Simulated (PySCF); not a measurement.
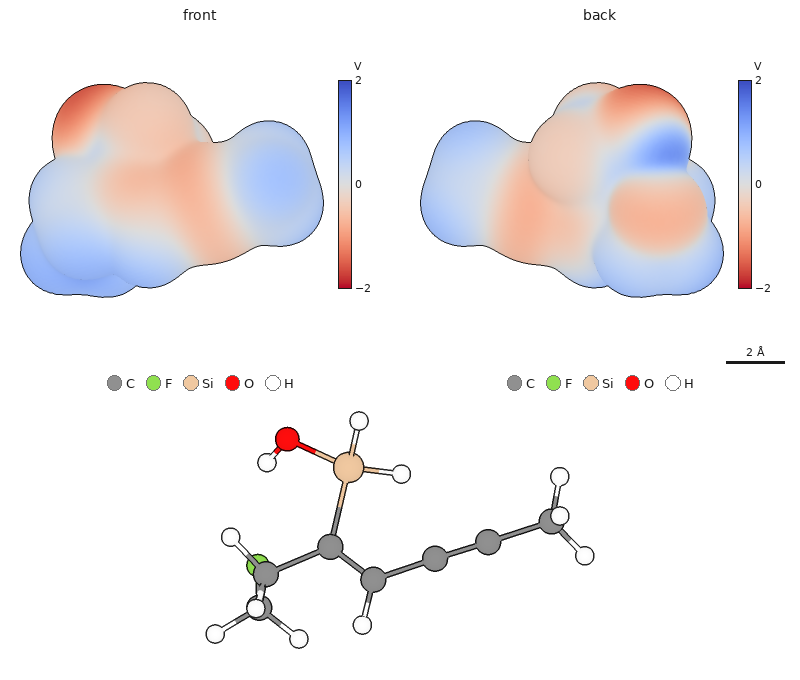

Figure 1: C7H11FOSi (SMILES CC#C/C=C(/CCF)[SiH2]O). The electrostatic potential painted on the density surface at 0.001 e/bohr³, seen from the front and from behind; red is negative and blue positive. The bare structure is drawn below in the same view.

Geometry: GFN2-xTB.

Computed with PBE0/pcSseg-1, SCF density, gas phase, non-relativistic in PySCF.

| atom | x (Å) | y (Å) | z (Å) |
| --- | --- | --- | --- |
| C | 4.1839 | -0.0532 | -0.4860 |
| C | 2.7618 | -0.3013 | -0.5443 |
| C | 1.5755 | -0.5042 | -0.5776 |
| C | 0.1954 | -0.7630 | -0.6534 |
| C | -0.6724 | -0.4254 | 0.3082 |
| C | -2.1332 | -0.7358 | 0.1149 |
| C | -2.8985 | 0.4630 | -0.4395 |
| F | -3.0289 | 1.4506 | 0.5145 |
| Si | -0.1145 | 0.4427 | 1.8963 |
| O | -1.3854 | 0.7127 | 2.8706 |
| H | 4.7286 | -0.9975 | -0.4983 |
| H | 4.4324 | 0.4865 | 0.4274 |
| H | 4.4966 | 0.5413 | -1.3447 |
| H | -0.1317 | -1.2704 | -1.5579 |
| H | -2.5842 | -1.0251 | 1.0663 |
| H | -2.2610 | -1.5579 | -0.5944 |
| H | -3.9167 | 0.1865 | -0.7325 |
| H | -2.3730 | 0.9163 | -1.2856 |
| H | 0.6989 | -0.4469 | 2.7161 |
| H | 0.5578 | 1.6945 | 1.5386 |
| H | -2.1404 | 1.2036 | 2.5510 |

Q: Describe the electrostatic potential map.

A: The most negative region (about −1.5 V, or −35 kcal/mol for a unit charge) lies over O10, the most positive (about +1.1 V, or +25 kcal/mol for a unit charge) over H21. O10 is the likeliest acceptor of a hydrogen bond.

Q: What dipole moment does the calculation give?

A: Its dipole moment is 2.70 D.
